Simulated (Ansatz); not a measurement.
C2H4ClOSi (SMILES C=C[Si](O)Cl) (doublet)

| atom | x (Å) | y (Å) | z (Å) |
| --- | --- | --- | --- |
| C | -0.6254 | -1.3529 | -0.5288 |
| C | -0.2069 | -0.7518 | 0.5840 |
| Si | 0.8417 | 0.7641 | 0.5532 |
| O | 0.7523 | 1.3774 | -0.9684 |
| Cl | 0.1548 | 2.1307 | 1.9502 |
| H | -0.4073 | -0.9465 | -1.5112 |
| H | -1.2103 | -2.2679 | -0.4994 |
| H | -0.4363 | -1.1909 | 1.5521 |
| H | 1.2259 | 2.1913 | -1.1487 |

Geometry: PBE0-D4/def2-TZVP.

The calculation used Ansatz 0.2.0, UKS PBE0-D4/def2-TZVPP.

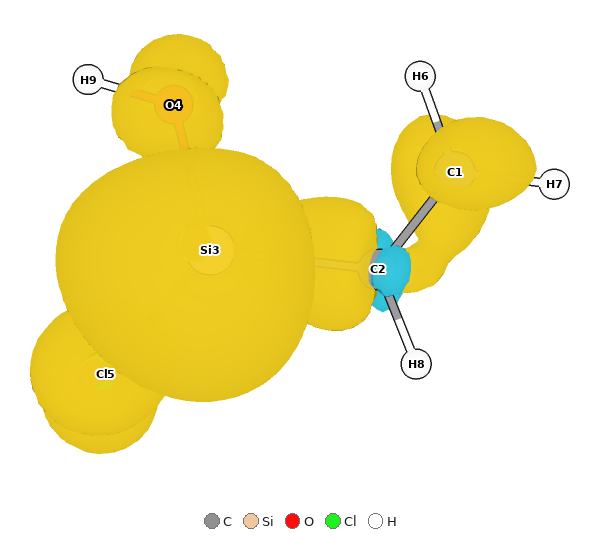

Figure 1. Isosurfaces of the spin density at +0.015 (yellow) and −0.015 e/Å³ (cyan), seen across its widest extent.

**Where is the unpaired spin?**

The unpaired spin (1 electron) lies mostly on Si3 (about 0.7), Cl5 (about 0.1) and O4 (about 0.1), in electrons by Hirshfeld's partition.

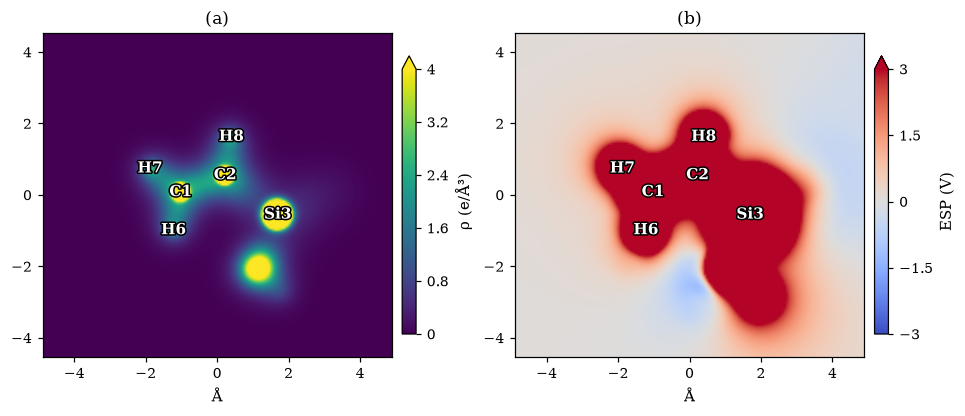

Figure 2. (a) total electron density; (b) molecular electrostatic potential on the plane of atoms C2, C1 and H7.

**Read the bonding off the picture.**

- The plane passes through C, Si and H nuclei.
- C–C (1.33 Å): ρ is about 2.4 e/Å³ halfway.
- C–Si (1.84 Å): ρ at the midpoint is about 1 e/Å³.
- C–H (1.09 Å): ρ at the midpoint is about 2.1 e/Å³.
- Outside the dense part of the molecule the potential is most negative (−1.2 V) near O4, which lies off the plane.

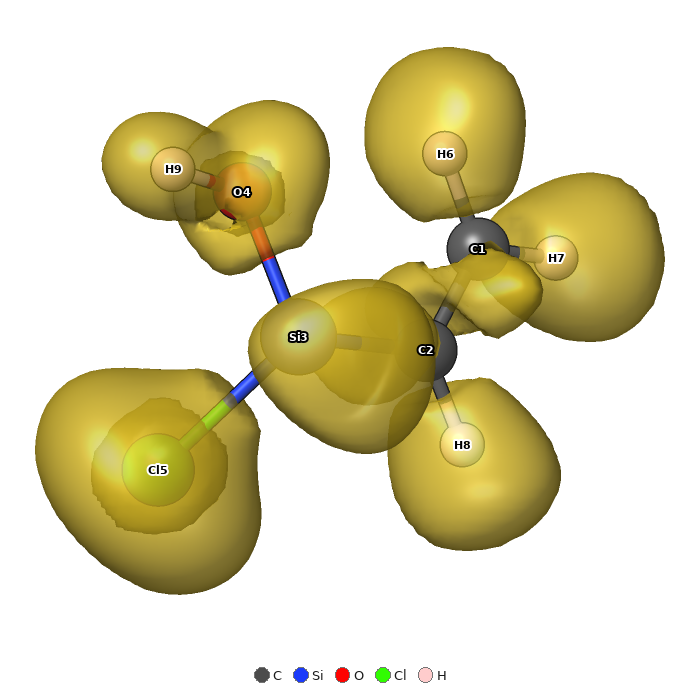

Figure 3. Isosurface of the ELF at 0.75 (yellow), seen at a tilt. Core shells and regions of very low density are left out.

**Where are the electrons localised?**

The ELF exceeds this value in one region between bonded C–C atoms (shared pairs), one region between bonded C–Si atoms (shared pairs), three regions around hydrogen nuclei, one region on Cl in which the atom's valence shell and bonds are merged, one lobe on Si, pointing away from the bonds (non-bonding electrons) and one joined region spread over several atoms (H, O), in which their bonds and any lone pairs are merged. Profiles from the grid: C–C (1.33 Å): the ELF peaks at about 0.90 between the atoms: a short, multiple covalent bond. Si–O (1.64 Å): the ELF peaks at about 0.90 between the atoms, as expected for a shared but strongly polarised pair.

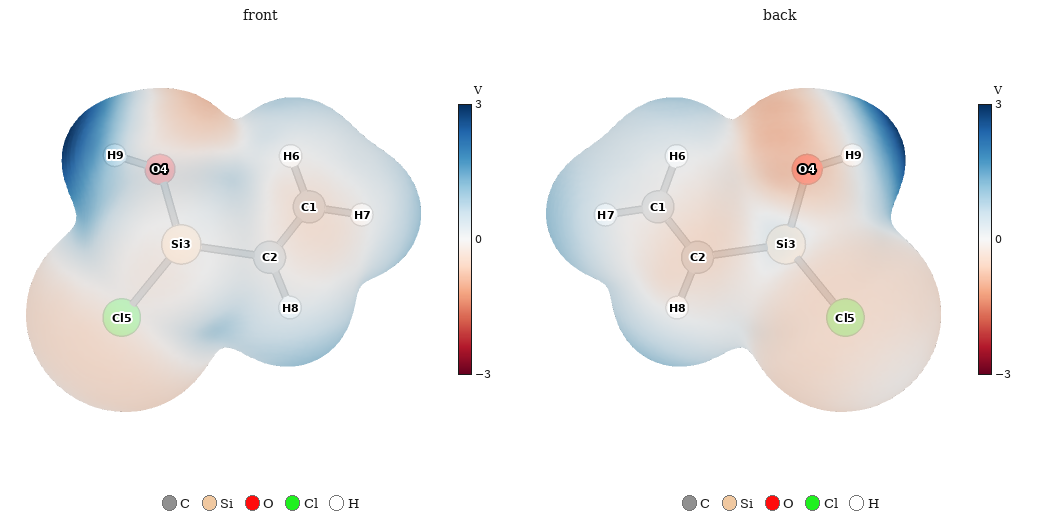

Figure 4. The molecular electrostatic potential painted on the density surface at 0.002 e/bohr³, seen from the front and from behind; red is negative and blue positive.

**Describe the electrostatic potential map.**

The most negative region (about −0.9 V, or −21 kcal/mol for a unit charge) lies over O4, the most positive (about +2.9 V, or +67 kcal/mol for a unit charge) over H9.
